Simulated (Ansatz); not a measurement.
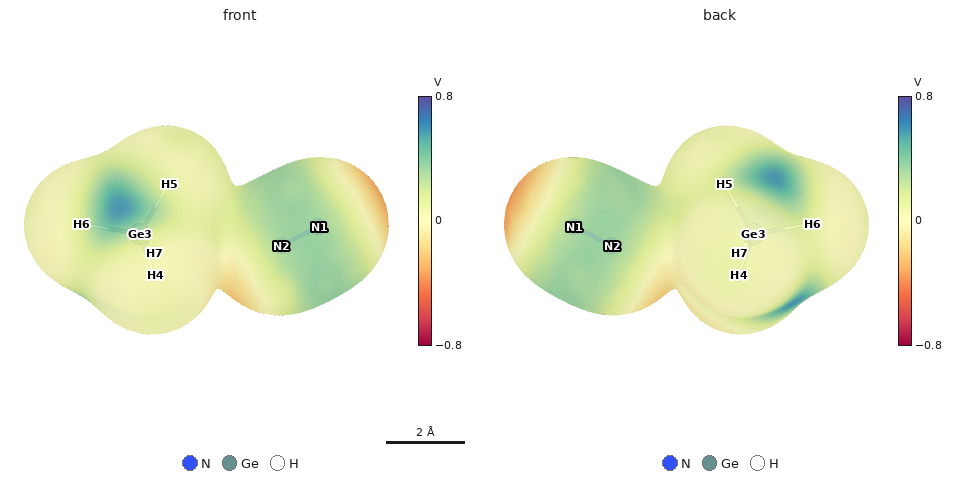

N₂···GeH₄ (SMILES N#N.[GeH4]). The molecular electrostatic potential painted on the density surface at 0.001 e/bohr³, seen from the front and from behind; red is negative and blue positive.

Geometry: PBE0-D4/def2-TZVP.

These are results of RKS PBE0-D4/def2-TZVPPD (Ansatz), not measurements.

```xyz
7

N    -0.3834   -0.0859   -3.4233
N     0.0207    0.2646   -2.4743
Ge    0.0734   -0.0348    1.1782
H     0.0839    1.4710    0.8871
H    -1.1519   -0.6772    0.5142
H     0.0054   -0.2619    2.6950
H     1.3518   -0.6758    0.6232
```

**Which sites attract a positive test charge, and which a negative one?**

A positive charge is drawn to the negative regions and a negative charge to the positive ones. The most negative region (about −0.3 V, or −7 kcal/mol for a unit charge) lies over N1, the most positive (about +0.6 V, or +14 kcal/mol for a unit charge) over Ge3.
